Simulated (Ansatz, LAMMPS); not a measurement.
# Static equation of state of glassy 74SiO2-21Na2O-5TiO2 (mol %) (117 atoms)

Density of this cell: 2.37 g/cm³. The cell holds 117 atoms: 29 Si, 16 Na, 2 Ti and 70 O. Its edges and angles: a = 12.309 Å, b = 11.542 Å, c = 11.824 Å, α = 90.5°, β = 89.1°, γ = 90.2°. The starting structure: 117 atoms (29 Si, 16 Na, 2 Ti, 70 O) placed at random at 2.42 g/cm³, melted at 4000 K for 10 ps at fixed volume with the Morse and Coulomb pair potential with partial charges (Pedone, Malavasi, Menziani, Cormack and Segre, J. Phys. Chem. B 110, 11780 (2006)). Quenched from 4000 K to 300 K at 8 K/ps and fixed volume, held 10 ps at zero pressure, then minimised at fixed cell.

Calculated with Ansatz 0.2.0: Kohn-Sham DFT, revPBE, PAW (set soft_2), plane waves; cutoff 420 eV, Γ point, gaussian smearing of 0.05 eV. Cell and atoms were relaxed first, to V0 = 14.355 Å³ an atom at a residual P0 = 0.010 GPa. The cell was then scaled evenly, and the atoms were relaxed at each volume.

```
volume (Å³/atom)  pressure (GPa)
          12.920           5.598
          13.494               ?
          13.925           1.556
          14.786          -1.602
          15.217          -3.106
```

Task: Fit the third-order Birch–Murnaghan equation to the rows given and interpolate to the withheld row.

Worked fit:

Take the Eulerian strain f = ½[(V0/V)^(2/3) − 1] and the normalised pressure F = (P − P0) / [3f(1 + 2f)^(5/2)]. The third-order Birch–Murnaghan equation is then the line F = B0 + (3/2)B0(B′ − 4) f, so u = f and v = F.

```
      u = f  v = F (GPa)
  0.0363828      42.9531
  0.0102569      47.7657
-0.00975642      57.8292
 -0.0190508      60.0738
```

With n = 4: mean u = 0.00445811, mean v = 52.1554, Σ(u − ū)² = 0.0018075, Σ(u − ū)(v − v̄) = -0.58604. Slope b = -0.58604 / 0.0018075 = -324.22; intercept a = v̄ − b ū = 53.601.

So B0 = a = 53.6 GPa and B′ = 4 + 2b/(3a) = -0.0325. At the withheld volume f = 0.02106, F = a + b f = 46.77 GPa, and P = P0 + 3f(1 + 2f)^(5/2) F.

Prediction at 13.494: 3.285 GPa. The run gave 3.156 GPa, so the fit is high by 0.13 GPa (4.1 % of the value).

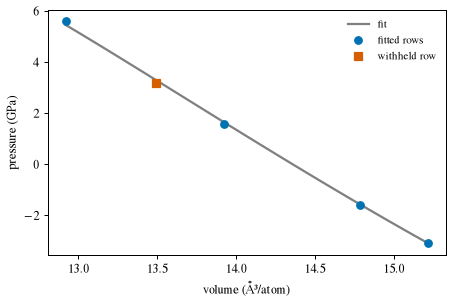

The fit, the rows that it rests on and the withheld row.

The series isn't one smooth equation of state: even a line fitted to all rows, the withheld one included, misses F by up to 4.4 %, the count of bonds changes along the series and an atom moves over 0.5 Å in some relaxation. B0 and B′ are then only the numbers of this fit, not moduli of the material. Among the rows given, the largest miss of the fit is at 12.920, by 0.15 GPa (1.7 % of the range of the table).

Limits: Static cells at zero temperature; the cell shape is held. The program notes that the SCF threshold of these relaxations is loose for the stress. The quench rate of 8 K/ps is many orders above laboratory rates, so the cell is likely richer in defects and strain than a real sample. The network of bonds at the start is that of the classical potential that made the cell, and needn't be the one that DFT or experiment would give. Only the Γ point is sampled, in a cell whose shortest periodic width is 12 Å.

[Logs are printed without paths, hosts, clocks, repeated set-up lines and the standing remarks that a program may print on its own settings, such as how far it seeks lower states.]

[Hosts, paths, dates, database ids (printed as entryN), source tags and the programs' standing remarks are cut or masked in the printed files.]
